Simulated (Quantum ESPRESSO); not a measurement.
# C (Diamond): from strain to phonon shift

Wanted: the shift of the optical mode of C (Diamond) in a strained (001) layer.

Calculated with Quantum ESPRESSO 7.5; DFT PBE, scalar-relativistic, plane waves, PseudoDojo norm-conserving pseudopotentials.

**1. Set-up**

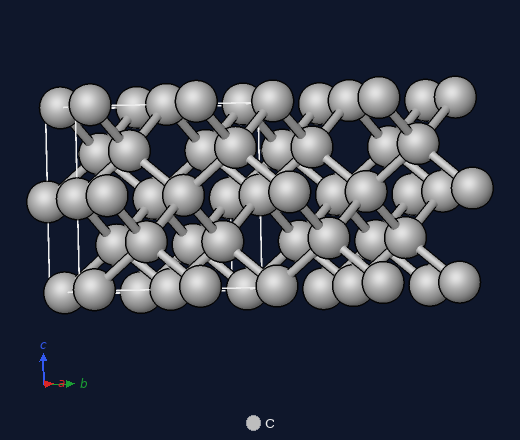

The cell as given, slightly off an axis (carbon light grey). 2×2×1 cells are drawn. This picture shows the conventional cell, with its axes. Some periodic images of atoms are drawn too.

This is the cell after its relaxation at this level of theory, not the database cell from which that began.

**2. Uniaxial strain**

The relaxed cell is stretched along z alone. This keeps all atoms on sites fixed by symmetry and splits the threefold mode into a singlet, polarised along z, and a doublet. Cutoff 90 Ry, k mesh 12×12×12.

From the response at ε_zz = 0.01:

Output:

```text
[banners, grids, parts of the stress and lines that vanish by symmetry left out]
Program PHONON v.7.5
     Reading xml data from directory:

[...]
Exchange-correlation= PBE
                           (   1   4   3   4   0   0   0)
[...]
kinetic-energy cut-off    =      90.0000  Ry
     charge density cut-off    =     360.0000  Ry
     convergence threshold     =      1.0E-18
[...]
Exchange-correlation= PBE
                           (   1   4   3   4   0   0   0)
[...]
q = (   0.0000000   0.0000000   0.0000000 )
     17 Sym.Ops. (with q -> -q+G )
     G cutoff =  209.8705  (   8937 G-vectors)     FFT grid: ( 32, 32, 32)
     number of k points=   163
[...]
Mode symmetry, D_4h(4/mmm) point group:
[...]
Representation #   1 mode #   1
[...]
End of self-consistent calculation
     Convergence has been achieved
     Representation #   2 modes #   2   3
[...]
End of self-consistent calculation
     Convergence has been achieved
     Representation #   3 mode #   4
[...]
End of self-consistent calculation
     Convergence has been achieved
     Representation #   4 modes #   5   6
[...]
End of self-consistent calculation
     Convergence has been achieved
[...]
q = (    0.000000000   0.000000000   0.000000000 )
[...]
freq (    1) =       0.018237 [THz] =       0.608314 [cm-1]
     freq (    2) =       0.019264 [THz] =       0.642589 [cm-1]
     freq (    3) =       0.019264 [THz] =       0.642589 [cm-1]
     freq (    4) =      38.145335 [THz] =    1272.391423 [cm-1]
     freq (    5) =      38.361552 [THz] =    1279.603637 [cm-1]
     freq (    6) =      38.361552 [THz] =    1279.603637 [cm-1]
[...]
Mode symmetry, D_4h(4/mmm) point group:
     freq (   1-   1) =          0.6  [cm-1]   --> A_2u X_4' M_4'  I
     freq (   2-   3) =          0.6  [cm-1]   --> E_u  X_5' M_5'  I
     freq (   4-   4) =       1272.4  [cm-1]   --> B_2g X_3  M_3   R
     freq (   5-   6) =       1279.6  [cm-1]   --> E_g  X_5  M_5   R

   JOB DONE.
```

| ε_zz | singlet (cm⁻¹) | doublet (cm⁻¹) | σ_zz (GPa) | σ_xx (GPa) |
| --- | --- | --- | --- | --- |
| -0.01 | 1307.46 | 1300.61 | -10.650 | -1.320 |
| -0.005 | 1298.83 | 1295.36 | -5.290 | -0.637 |
| 0 | 1290.11 | 1290.11 | 0.001 | 0.001 |
| 0.005 | 1281.29 | 1284.85 | 5.222 | 0.596 |
| 0.01 | 1272.39 | 1279.60 | 10.374 | 1.148 |

Stress is counted positive in tension.

**3. The fit**

To first order ω² − ω₀² = p ε_zz + q (ε_xx + ε_yy) for the mode along z, and likewise for x and y. With ε_zz alone the singlet gives p and the doublet q.

The linear terms of parabolas through ω² are p = -2.72 ω₀² and q = -1.63 ω₀², with ω₀ = 1290.1 cm⁻¹. Those of the stresses are C11 = 1051 GPa and C12 = 123 GPa. Under hydrostatic strain p and q imply γ = −(p + 2q)/(6 ω₀²) = 1.00.

A layer held to an in-plane strain ε and free along z takes ε_zz = −2 (C12/C11) ε = -0.235 ε. To first order the singlet then shifts by (q − p C12/C11) ε / ω₀ = -1690 ε cm⁻¹. For ε = 0.004, ε_zz = -0.00094, the formulas for ω² predict 1283.34 cm⁻¹ for the singlet and 1279.84 cm⁻¹ for the doublet.

**4. A biaxially strained cell**

This run was no part of the fit.

Output:

```text
[banners, grids, parts of the stress and lines that vanish by symmetry left out]
[banner, memory and clock lines left out]
Program PHONON v.7.5

[...]
Exchange-correlation= PBE
                           (   1   4   3   4   0   0   0)
[...]
kinetic-energy cut-off    =      90.0000  Ry
     charge density cut-off    =     360.0000  Ry
     convergence threshold     =      1.0E-18
[...]
Exchange-correlation= PBE
                           (   1   4   3   4   0   0   0)
[...]
q = (   0.0000000   0.0000000   0.0000000 )
     17 Sym.Ops. (with q -> -q+G )
     G cutoff =  208.4198  (   8865 G-vectors)     FFT grid: ( 32, 32, 32)
     number of k points=   163
[...]
Mode symmetry, D_4h(4/mmm) point group:
[...]
Representation #   1 mode #   1
[...]
End of self-consistent calculation
     Convergence has been achieved
     Representation #   2 modes #   2   3
[...]
End of self-consistent calculation
     Convergence has been achieved
     Representation #   3 mode #   4
[...]
End of self-consistent calculation
     Convergence has been achieved
     Representation #   4 modes #   5   6
[...]
End of self-consistent calculation
     Convergence has been achieved
[...]
q = (    0.000000000   0.000000000   0.000000000 )
[...]
freq (    1) =       0.032240 [THz] =       1.075415 [cm-1]
     freq (    2) =       0.032240 [THz] =       1.075415 [cm-1]
     freq (    3) =       0.033040 [THz] =       1.102089 [cm-1]
     freq (    4) =      38.369353 [THz] =    1279.863846 [cm-1]
     freq (    5) =      38.369353 [THz] =    1279.863846 [cm-1]
     freq (    6) =      38.475327 [THz] =    1283.398758 [cm-1]
[...]
Mode symmetry, D_4h(4/mmm) point group:
     freq (   1-   1) =          1.1  [cm-1]   --> A_2u X_4' M_4'  I
     freq (   2-   3) =          1.1  [cm-1]   --> E_u  X_5' M_5'  I
     freq (   4-   5) =       1279.9  [cm-1]   --> E_g  X_5  M_5   R
     freq (   6-   6) =       1283.4  [cm-1]   --> B_2g X_3  M_3   R
```

| mode | predicted (cm⁻¹) | run (cm⁻¹) |
| --- | --- | --- |
| singlet | 1283.34 | 1283.40 |
| doublet | 1279.84 | 1279.86 |

The stress along z is -0.005 GPa and that in the plane 4.514 GPa; the unstrained cell carries 0.001 GPa.

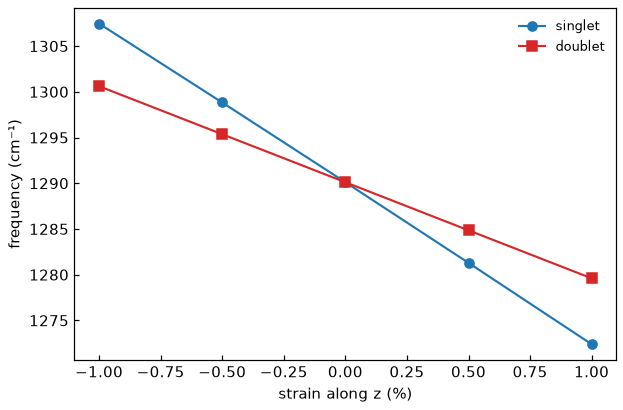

The two components under uniaxial strain.

**5. What came out**

```
p (in units of the squared frequency)           : -2.718
q (same units)                                  : -1.629
shift of the singlet per unit of biaxial strain : -1690 cm⁻¹
C11 and C12                                     : 1051 and 123 GPa
```

To first order, one per cent of tensile biaxial strain moves the singlet of C (Diamond) by -16.9 cm⁻¹ and the doublet by -25.6 cm⁻¹; the formulas miss the test run by up to 0.06 cm⁻¹. In backscattering from (001) the mode polarised along z is the one seen in diamond and zinc-blende crystals. The third potential, r, needs shear strain and a relaxation of the atoms, which was not run. These are harmonic values at zero temperature.

[Host names and launcher messages were left out of these logs when they were recorded.]

[Logs are printed without paths, hosts, clocks, repeated set-up lines and the standing remarks that a program may print on its own settings, such as how far it seeks lower states.]

[Hosts, paths, dates, database ids (printed as entryN), source tags and the programs' standing remarks are cut or masked in the printed files.]
